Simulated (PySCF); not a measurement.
C6H12PSi (charge +1)

Input

```
{"job": {"kind": "nmr", "xc": "PBE0", "basis": "pcSseg-1"}, "charge": 1, "multiplicity": 1}
C      3.465844     0.274206     0.962500
C      2.164271     0.021921     0.986907
P      1.147342    -0.080484    -0.480206
C      0.220701    -1.645178    -0.591888
C     -1.211657    -1.202546    -0.382241
C     -1.486134     0.089685    -0.297154
Si    -3.223221     0.840792    -0.048177
C     -0.305366     1.026587    -0.426179
H      4.041924     0.332429     1.871715
H      4.007610     0.431825     0.042955
H      1.619620    -0.134486     1.912265
H      1.946057     0.127501    -1.585316
H      0.546761    -2.358451     0.170760
H      0.353527    -2.120024    -1.568698
H     -1.963776    -1.969863    -0.319360
H     -3.095368     1.712948     1.118693
H     -3.494440     1.600878    -1.265801
H     -4.125769    -0.280942     0.165595
H     -0.237538     1.718152     0.417596
H     -0.375539     1.625729    -1.337909
```

Command:

```sh
OMP_NUM_THREADS=1 python probes_run.py task.json out
```

Geometry: GFN2-xTB.

All numbers below come from PBE0/pcSseg-1, SCF density, gas phase, non-relativistic in PySCF 2.14.0.

Predict the electron density and electron localisation function between the atoms.

C–C (1.32 Å): ρ at the midpoint is about 2.3 e/Å³; the ELF peaks at about 0.90 between the atoms: a multiple bond.
C–Si (1.91 Å): the density is about 0.88 e/Å³ at the midpoint; the ELF peaks at about 0.95 between the atoms, as expected for localised, covalent bonding.
C–H (1.08 Å): the density is about 2.1 e/Å³ at the midpoint; the ELF climbs to about 1 towards the hydrogen, as it does in any bond to H; a covalent bond by its length.
C–C (1.51 Å): ρ is about 1.6 e/Å³ halfway; the ELF peaks at about 0.95 between the atoms; a shared electron pair.

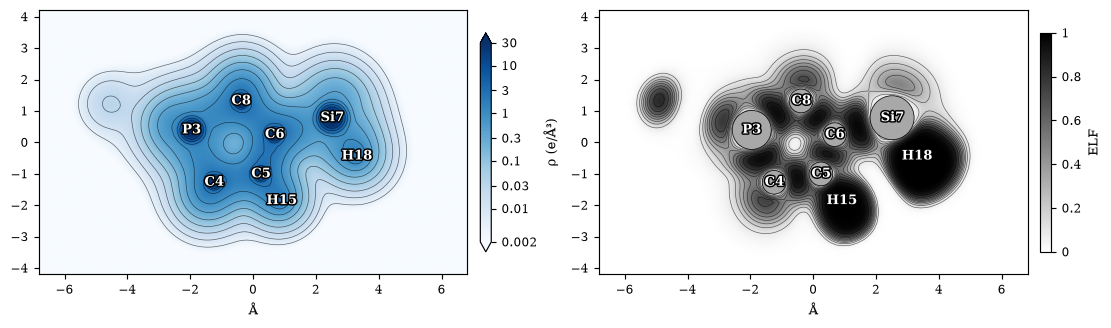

Computed electron density and electron localisation function on the plane of atoms Si7, C6 and C8, in this order. Grey discs cover the atomic cores in the ELF map. 
